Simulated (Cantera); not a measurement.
Charge: 1 mol SiCl₄, 6.6 mol N₂, held at 17.0 mbar.

Equilibrium computed with Cantera from the NASA thermochemical tables; the gas is ideal and each condensed phase is pure. Candidate condensed phases: Si, Si₃N₄; 13 gas species. The tables' values for SiCl₃ are old estimates; treat these amounts as uncertain. Rates play no part.

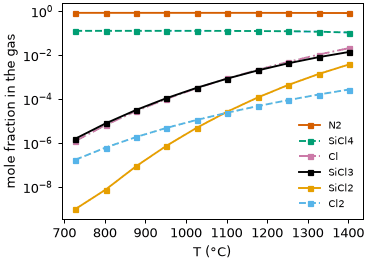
Equilibrium gas composition (values under 1e-9 drawn at 1e-9)

From 727 °C to 1402 °C nothing is condensed. The main Si-bearing gas is SiCl₄ throughout.
